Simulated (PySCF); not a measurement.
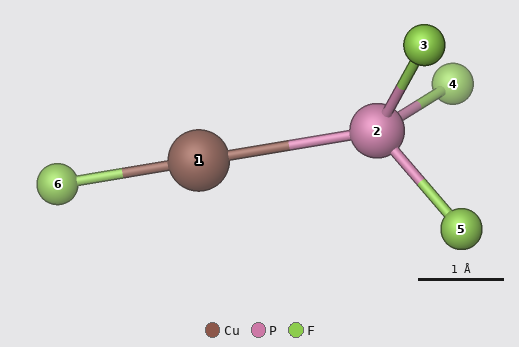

Figure 1. The structure (ball-and-stick view, seen at a tilt; atoms are numbered from 1 in the order of the input). Sticks mark near contacts.

Property calculation of CuPF₄

- system: CuPF₄ (Cu(PF3)F)
- method: PBE/def2-SVP, RKS (PySCF 2.14.0)

The geometry comes from this level: GFN2-xTB.

Input (input.py):
```python
# Cu(PF3)F
import numpy
from pyscf import gto, scf, dft, lo

mol = gto.Mole()
mol.atom = [
    ('Cu', (-0.013080, 0.014250, -1.571850)),
    ('P', (-0.002450, 0.006320, 0.588560)),
    ('F', (0.125100, 1.332360, 1.443180)),
    ('F', (1.110130, -0.778850, 1.397410)),
    ('F', (-1.211570, -0.574940, 1.429430)),
    ('F', (-0.008120, 0.000850, -3.286720)),
]
mol.max_memory = 40
mol.verbose = 3
mol.basis = 'def2-svp'
mol.build()

myscf = dft.RKS(mol)
myscf.xc = 'pbe'
myscf.max_cycle = 60
myscf.grids.level = 4
myscf.conv_tol = 1e-08
myscf.direct_scf_tol = 1e-08
myscf.kernel()

etot = myscf.e_tot
print(f'total energy: {etot:.8f} hartree')
dip = myscf.dip_moment()
pop, q = myscf.mulliken_pop()
quad = myscf.quad_moment()
occ = myscf.mo_coeff[:, myscf.mo_occ > 0]
iaos = lo.vec_lowdin(lo.iao.iao(mol, occ), myscf.get_ovlp())
c = iaos.T @ myscf.get_ovlp() @ occ
pop_iao, q_iao = scf.hf.mulliken_pop(lo.iao.reference_mol(mol), (c * myscf.mo_occ[myscf.mo_occ > 0]) @ c.T, numpy.eye(c.shape[0]), verbose=0)
print('IAO charges', numpy.round(q_iao, 4))
```

Hardware: 1 thread of Arm Neoverse V2, 24 GiB of memory available, shared host.

Command:
```bash
OMP_NUM_THREADS=1 python input.py
```

Log:
```
converged SCF energy = -2379.93303360028
total energy: -2379.93303360 hartree
Dipole moment(X, Y, Z, Debye): -0.02654,  0.05403,  3.07571
 ** Mulliken pop  **
pop of  0 Cu 1s           1.99996
pop of  0 Cu 2s           1.99973
pop of  0 Cu 3s           1.99958
pop of  0 Cu 4s           0.79384
pop of  0 Cu 5s          -0.07341
pop of  0 Cu 2px          1.99956
pop of  0 Cu 2py          1.99956
pop of  0 Cu 2pz          1.99941
pop of  0 Cu 3px          2.00183
pop of  0 Cu 3py          2.00183
pop of  0 Cu 3pz          2.00435
pop of  0 Cu 4px          0.11616
pop of  0 Cu 4py          0.11628
pop of  0 Cu 4pz          0.24611
pop of  0 Cu 3dxy         1.63355
pop of  0 Cu 3dyz         1.50350
pop of  0 Cu 3dz^2        1.45677
pop of  0 Cu 3dxz         1.50412
pop of  0 Cu 3dx2-y2      1.63353
pop of  0 Cu 4dxy         0.36600
pop of  0 Cu 4dyz         0.37499
pop of  0 Cu 4dz^2        0.36925
pop of  0 Cu 4dxz         0.37498
pop of  0 Cu 4dx2-y2      0.36601
pop of  0 Cu 4f-3         0.00000
pop of  0 Cu 4f-2         0.00001
pop of  0 Cu 4f-1         0.00008
pop of  0 Cu 4f+0         0.00021
pop of  0 Cu 4f+1         0.00008
pop of  0 Cu 4f+2         0.00001
pop of  0 Cu 4f+3         0.00000
pop of  1 P 1s            1.99925
pop of  1 P 2s            1.98054
pop of  1 P 3s            1.26628
pop of  1 P 4s            0.20346
pop of  1 P 2px           1.97142
pop of  1 P 2py           1.97142
pop of  1 P 2pz           1.97500
pop of  1 P 3px           0.38751
pop of  1 P 3py           0.38758
pop of  1 P 3pz           0.55597
pop of  1 P 4px           0.26355
pop of  1 P 4py           0.26367
pop of  1 P 4pz           0.31654
pop of  1 P 3dxy          0.10431
pop of  1 P 3dyz          0.10786
pop of  1 P 3dz^2         0.08823
pop of  1 P 3dxz          0.10689
pop of  1 P 3dx2-y2       0.10313
pop of  2 F 1s            1.98960
pop of  2 F 2s            1.14056
pop of  2 F 3s            0.78859
pop of  2 F 2px           1.15675
pop of  2 F 2py           1.07010
pop of  2 F 2pz           1.10897
pop of  2 F 3px           0.71045
pop of  2 F 3py           0.60938
pop of  2 F 3pz           0.65894
pop of  2 F 3dxy          0.00121
pop of  2 F 3dyz          0.00240
pop of  2 F 3dz^2         0.00108
pop of  2 F 3dxz          0.00052
pop of  2 F 3dx2-y2       0.00156
pop of  3 F 1s            1.98960
pop of  3 F 2s            1.14049
pop of  3 F 3s            0.78902
pop of  3 F 2px           1.09477
pop of  3 F 2py           1.12605
pop of  3 F 2pz           1.11481
pop of  3 F 3px           0.63996
pop of  3 F 3py           0.67585
pop of  3 F 3pz           0.66389
pop of  3 F 3dxy          0.00162
pop of  3 F 3dyz          0.00109
pop of  3 F 3dz^2         0.00103
pop of  3 F 3dxz          0.00173
pop of  3 F 3dx2-y2       0.00129
pop of  4 F 1s            1.98960
pop of  4 F 2s            1.14053
pop of  4 F 3s            0.78880
pop of  4 F 2px           1.08461
pop of  4 F 2py           1.14029
pop of  4 F 2pz           1.11080
pop of  4 F 3px           0.62692
pop of  4 F 3py           0.69179
pop of  4 F 3pz           0.66054
pop of  4 F 3dxy          0.00145
pop of  4 F 3dyz          0.00085
pop of  4 F 3dz^2         0.00106
pop of  4 F 3dxz          0.00204
pop of  4 F 3dx2-y2       0.00136
pop of  5 F 1s            1.98970
pop of  5 F 2s            1.11808
pop of  5 F 3s            0.83780
pop of  5 F 2px           1.13196
pop of  5 F 2py           1.13183
pop of  5 F 2pz           1.04415
pop of  5 F 3px           0.74668
pop of  5 F 3py           0.74660
pop of  5 F 3pz           0.68786
pop of  5 F 3dxy          0.00002
pop of  5 F 3dyz          0.00078
pop of  5 F 3dz^2         0.00131
pop of  5 F 3dxz          0.00078
pop of  5 F 3dx2-y2       0.00002
 ** Mulliken atomic charges  **
charge of    0Cu =      0.21216
charge of    1P =      0.94740
charge of    2F =     -0.24012
charge of    3F =     -0.24121
charge of    4F =     -0.24066
charge of    5F =     -0.43757
Traceless quadrupole moment (Debye*A):

IAO charges [ 0.6916  1.3327 -0.4349 -0.4354 -0.4351 -0.7189]
```

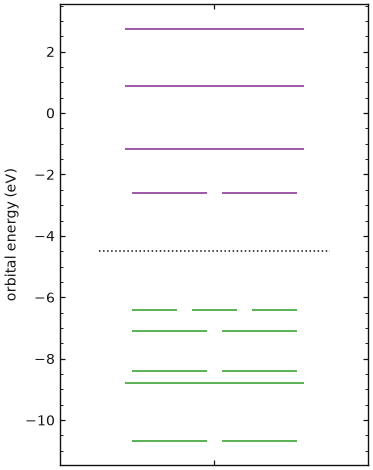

Figure 2. Orbital energies near the frontier; the dotted line parts filled from empty levels, and levels within 0.02 eV of each other stand side by side. Highest filled −6.42 eV, lowest empty −2.60 eV, 3.82 eV apart.

Summary:

| quantity | value |
| --- | --- |
| outcome | converged |
| total energy | −2379.933034 hartree |
| basis functions | 105 |
| HOMO | −6.42 eV |
| LUMO | −2.60 eV |
| dipole moment | 3.08 D |
| wall time | 55 s |
| peak memory | 0.13 GiB |
